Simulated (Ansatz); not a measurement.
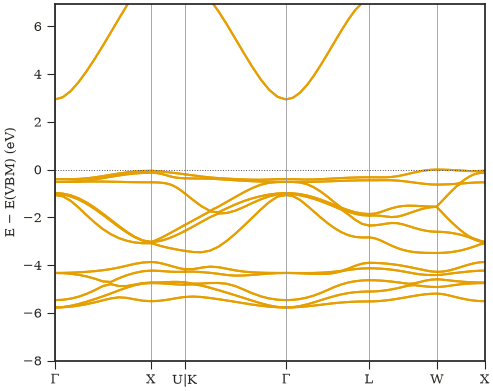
Band structure from PBEsol with spin–orbit coupling in the plane-wave PAW code Ansatz

**Question.** Read off the gap and where the band edges lie.

**Answer.** About 2.9 eV (2.94 eV by a search for the band edges); maximum at W, minimum at Γ.

The material is CdF₂ (fluorite, Fm-3m).

Symmetry was held in the PBEsol relaxation.

Potentials: the earlier of the program's two PAW sets. The files were generated under PBE; for other functionals the program regenerates the frozen cores, and for LDA and PBEsol the local potential too.
